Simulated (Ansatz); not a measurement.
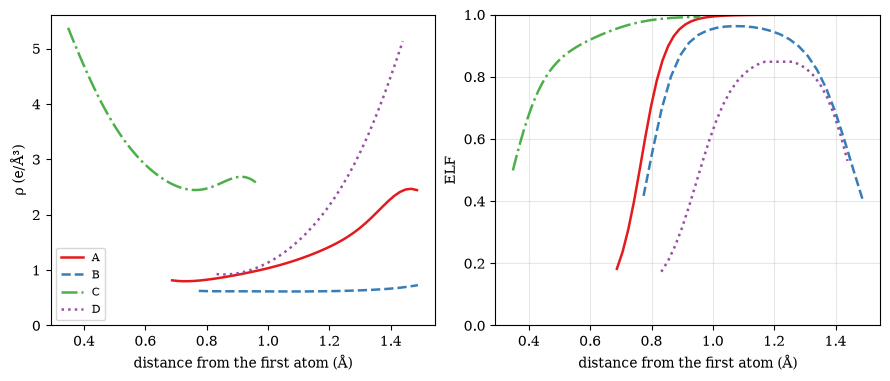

GeH8OSi2 (SMILES [OH][GeH]([SiH3])[SiH3]). Total electron density and ELF along straight lines between neighbouring atoms. The curves leave out the atomic cores.

Geometry: PBE0-D4/def2-TZVP.

The calculation used RKS PBE0-D4/def2-TZVPP in Ansatz 0.2.0.

```xyz
12

O    -1.6245    1.3954   -0.2040
Ge    0.0032    0.7146    0.1468
Si   -0.3681   -0.7904    1.9550
Si    0.8658   -0.3327   -1.8239
H    -1.5924    2.0900   -0.8657
H     0.9423    1.8739    0.5678
H     0.9321   -1.4082    2.3309
H    -1.3060   -1.8612    1.5301
H    -0.9272   -0.0740    3.1300
H     0.8674    0.6338   -2.9560
H     0.0245   -1.5014   -2.1920
H     2.2599   -0.7945   -1.5849
```

Which curve belongs to which contact (Ge–O, O–H, Si–Ge and Si–H)? The first atom named is at distance zero.

Answer. Curve A: Si–H (1.49 Å): ρ at the midpoint is about 0.8 e/Å³; the ELF climbs to about 1 towards the hydrogen, as it does in any bond to H. Curve B: Si–Ge (2.38 Å): ρ is about 0.62 e/Å³ halfway; the ELF peaks at about 0.95 between the atoms: a shared electron pair. Curve C: O–H (0.96 Å): ρ at the midpoint is about 3.8 e/Å³; the ELF climbs to about 1 towards the hydrogen: an ordinary covalent bond to hydrogen. Curve D: Ge–O (1.80 Å): ρ is about 0.94 e/Å³ halfway; the ELF peaks at about 0.85 in the valence shell of O, 0.6 Å from its nucleus, and is about 0.30 at the midpoint.
